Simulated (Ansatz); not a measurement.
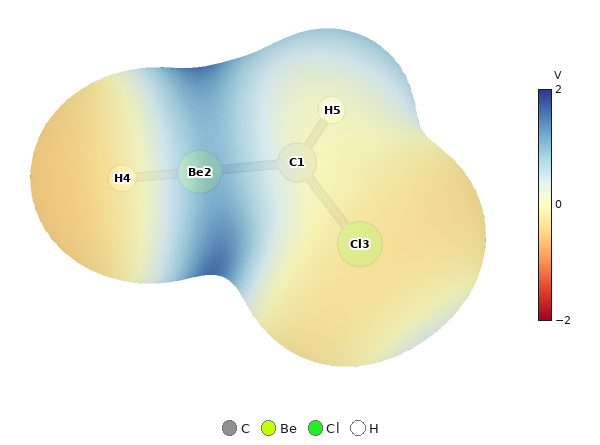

Figure 1: CH2BeCl (SMILES [BeH][CH]Cl) (doublet). The electrostatic potential painted on the density surface at 0.001 e/bohr³, seen at a tilt; the colour scale runs from red (negative) to blue (positive).

Geometry: PBE0-D3(BJ)/pcseg-1.

These are results of isolated molecule in a Gaussian basis; Kohn-Sham density functional theory, functional PBE0 (Ansatz 0.2.0), not measurements.

The calculation's input:

```
crystal:
  periodic: [false, false, false]
  atoms:
    - {symbol: C, position_ang: [1.044586, 0.871666, 0.832489]}
    - {symbol: Be, position_ang: [0.401316, 0.713261, -0.693984]}
    - {symbol: Cl, position_ang: [0.133308, 1.658516, 2.075302]}
    - {symbol: H, position_ang: [-0.097855, 0.578438, -1.918590]}
    - {symbol: H, position_ang: [2.010896, 0.545611, 1.226302]}
basis:
  gaussian: {orbitals: def2-TZVPD}
magnetization: {spin_polarized: true, initial_magnetization: 1}
hamiltonian: {xc: {name: PBE0}}
output: {forces: true, orbitals: {seedname: orbitals}}
```

Command:

```sh
ansatz run input.yaml --threads 1 --pin off --max-ram 2610MiB --events-out events.jsonl --progress --plain --runs-dir runs
```

Where is the surface potential most negative and most positive?

The most negative region (about −0.5 V) lies over H4, the most positive (about +1.7 V) over Be2. Cl3 shows a σ-hole: about +0.3 V at the tip opposite its bond, against about −0.2 V on its flanks.
